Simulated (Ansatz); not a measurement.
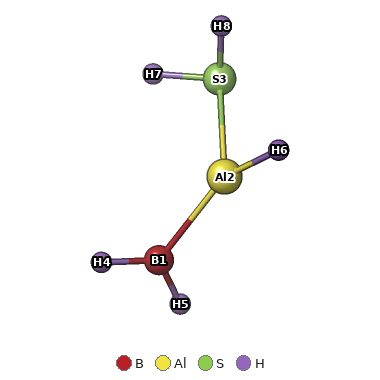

The system is AlBH5S, SMILES [BH2][AlH][SH2+], charge +1; the picture shows the reference structure. 
- Coordinates scanned: (1) dihedral H4–B1–Al2–S3; (2) dihedral B1–Al2–S3–H7.
- Nothing is relaxed (all other coordinates rigid).
- The grid has 15 × 15 points.
- Points are written as (first, second).
- All energies are given in kJ/mol relative to the lowest grid point.
- All numbers below come from RHF/def2-TZVP (Ansatz 0.2.0).

Its coordinates:

```yaml
atoms:
  - { symbol: B, position_ang: [-0.9909, 1.0511, -1.2865] }
  - { symbol: Al, position_ang: [-0.0239, 0.7066, 0.5985] }
  - { symbol: S, position_ang: [0.4714, -1.6784, 1.0005] }
  - { symbol: H, position_ang: [-0.3448, 1.2646, -2.2554] }
  - { symbol: H, position_ang: [-2.1720, 1.0229, -1.3596] }
  - { symbol: H, position_ang: [0.4958, 1.3449, 1.9172] }
  - { symbol: H, position_ang: [0.8910, -2.1208, -0.1841] }
  - { symbol: H, position_ang: [1.6733, -1.5908, 1.5694] }
```

Range: dihedral H4–B1–Al2–S3 from −180 to 156°; dihedral B1–Al2–S3–H7 from −180 to 156°.

> What will the energy surface look like?

The lowest grid point is at (84°, 36°); the map holds 2 wells of about this depth. Higher local minima lie near (84°, −132°) (0.9 kJ/mol above the lowest at that grid point); (−84°, −132°) (1.0 kJ/mol above the lowest at that grid point). The highest grid point, (−180°, −60°), lies 14.6 kJ/mol above the lowest. On the interpolated surface the easiest way out of the lowest well to a well of about the same depth near (−84°, 36°) passes a barrier of about 2.9 kJ/mol, counted from the interpolated bottom of the well. Round the minimum the two coordinates are weakly coupled (coupling −0.11 in units of the two stiffnesses).

```tsv
dihedral B1–Al2–S3–H7 ↓, dihedral H4–B1–Al2–S3 →	−180	−156	−132	−108	−84	−60	−36	−12	12	36	60	84	108	132	156
156	12.3	11.2	9.4	8.1	8.1	9.4	11.2	12.3	11.9	10.3	8.7	7.9	8.7	10.3	11.9
132	14.1	13.2	11.4	9.8	9.5	10.7	12.6	14.0	13.8	12.3	10.5	9.5	10.0	11.6	13.4
108	12.4	11.8	10.2	8.6	8.1	9.0	10.7	12.2	12.3	11.0	9.3	8.1	8.4	9.8	11.6
84	8.2	7.8	6.4	5.0	4.5	5.1	6.6	7.9	8.1	7.2	5.7	4.6	4.7	5.8	7.3
60	4.1	3.7	2.6	1.4	1.0	1.6	2.8	3.9	4.0	3.2	1.9	1.1	1.2	2.2	3.4
36	2.9	2.3	1.2	0.2	0.0	0.7	1.9	2.8	2.7	1.8	0.6	0.0	0.3	1.3	2.4
12	5.5	4.6	3.3	2.4	2.4	3.3	4.6	5.5	5.2	4.0	2.8	2.3	2.8	4.0	5.2
−12	10.4	9.4	7.8	6.7	6.7	7.8	9.4	10.4	10.0	8.6	7.1	6.5	7.2	8.6	10.0
−36	14.3	13.4	11.6	10.2	10.0	11.2	12.9	14.2	14.0	12.6	10.8	10.0	10.5	12.1	13.7
−60	14.6	14.0	12.4	10.8	10.3	11.2	12.9	14.3	14.5	13.3	11.5	10.4	10.6	12.0	13.7
−84	11.1	10.8	9.4	8.0	7.4	8.0	9.4	10.8	11.1	10.2	8.7	7.6	7.6	8.7	10.2
−108	6.4	6.0	4.9	3.8	3.4	3.9	5.0	6.1	6.3	5.5	4.3	3.6	3.6	4.5	5.7
−132	3.6	3.1	2.0	1.1	1.0	1.6	2.7	3.4	3.4	2.5	1.5	0.9	1.2	2.2	3.2
−156	4.4	3.6	2.4	1.6	1.6	2.6	3.8	4.4	4.1	3.0	1.9	1.5	2.0	3.2	4.2
−180	8.2	7.2	5.7	4.6	4.8	5.9	7.4	8.2	7.8	6.4	5.0	4.5	5.3	6.7	8.0
```

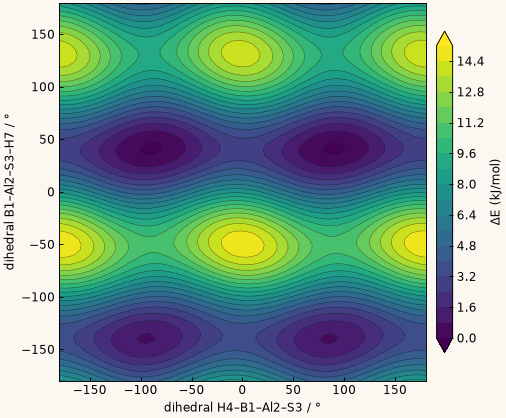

The picture shows filled contours, one colour for all values above the top of the scale. Between grid points the surface is interpolated.

Time for the 225 points that were run: 11 min on 1 thread of Arm Neoverse V1, with other jobs on the host.
